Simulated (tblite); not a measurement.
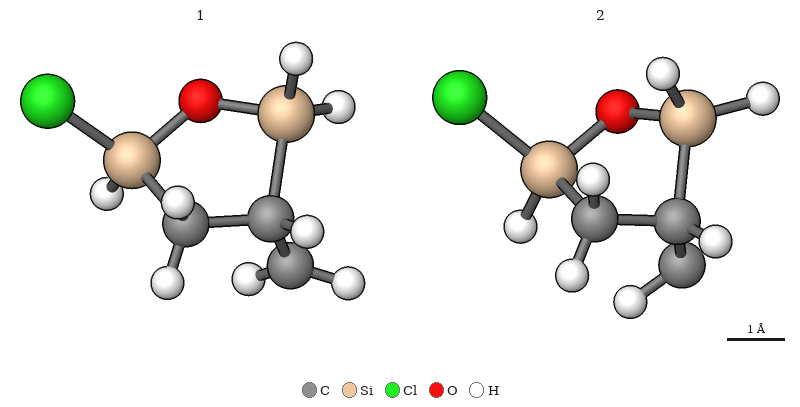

Two geometries of C3H8ClOSi2 (multiplicity 2), drawn at one scale. One is the start of a relaxation, the other its converged end. Style: ball-and-stick. Shown at a tilt.

All numbers below come from GFN2-xTB geometry optimisation, gas phase in tblite 0.8.0. 

Which geometry has the lower energy?

Structure 1 is the relaxed one. Over 84 geometry steps the energy falls by 1.721 eV. The largest move after the best rigid fit is that of an H atom, 1.83 Å. By element the largest moves are H 1.83 Å, O 0.57 Å, Cl 0.44 Å, Si 0.36 Å, C 0.24 Å. Among the contacts that change: C–Si 2.895 → 3.355 Å, Cl–Si 2.100 → 2.000 Å, O–Si 1.733 → 1.637 Å, C–Si 1.866 → 1.958 Å. Among the angles between lasting bonds that change: Si–O–Si 99.9° → 120.1°, H–C–H 104.5° → 118.5°, C–C–H 109.4° → 120.6°.
